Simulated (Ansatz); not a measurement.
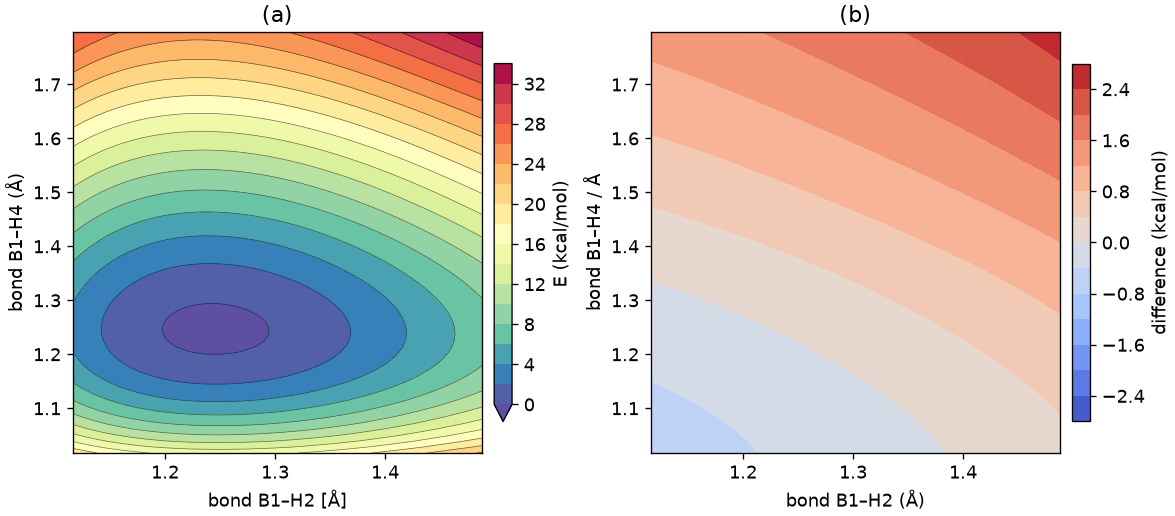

BH4, SMILES [BH4-], charge −1. Two internal coordinates are moved rigidly from the geometry relaxed at PBE0-D4/def2-TZVP, all others fixed. The first coordinate is: bond B1–H2; the second: bond B1–H4. Grid: 7 × 7 points. Points are written as (first, second). All energies are given in kcal/mol relative to each map's own lowest point. Level of theory: RKS PBE-D4/def2-TZVPPD in Ansatz.

Panel (a): RKS PBE-D4/def2-TZVPPD in Ansatz 0.2.0. Panel (b): the map at RKS PBE0-D4/def2-TZVPPD (Ansatz) less the map of (a), each from its own lowest point.

How does the change of method alter the landscape?

Answer. The difference runs from −0.6 kcal/mol at (1.116 Å, 1.017 Å) to 2.6 kcal/mol at (1.488 Å, 1.797 Å). The interpolated minimum moves from 1.2439 to 1.2384 Å in bond B1–H2 and 1.2438 to 1.2384 Å in bond B1–H4.
